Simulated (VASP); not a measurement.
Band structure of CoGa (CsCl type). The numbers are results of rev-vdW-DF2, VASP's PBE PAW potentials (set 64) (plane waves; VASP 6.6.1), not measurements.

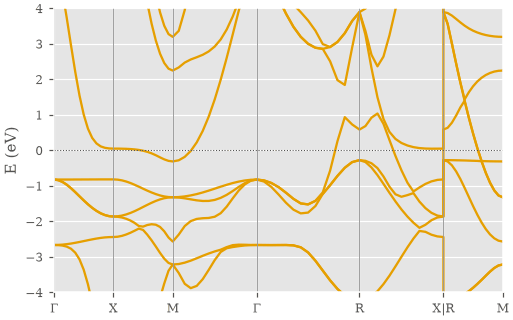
Bands along high-symmetry lines, zero at the valence-band maximum or, without a gap, the Fermi level

### Question
Read the plot: is there a gap, and where are the band edges?

### Answer
It has no gap at this level: it comes out as a metal or semimetal. (Edges off the drawn lines would not show.)

The compound is CoGa in the CsCl type structure. It was relaxed first. The run is not spin-polarised, so no magnetic state was tried.
